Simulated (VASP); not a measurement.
Band structure of Cr (bcc, AFM order). These are revPBE GGA, VASP's PBE PAW potentials (set 64) (plane waves; VASP) values and carry that method's errors.

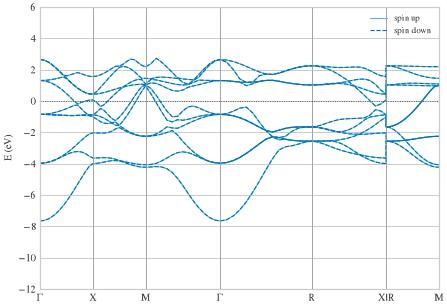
*Bands along high-symmetry lines, zero at the valence-band maximum or, without a gap, the Fermi level*

Problem. Read the plot: is there a gap, and where are the band edges?

Solution. It has no gap at this level: it comes out as a metal or semimetal. (Edges off the drawn lines would not show.)

The compound is Cr in the bcc, AFM order structure. It was relaxed first.
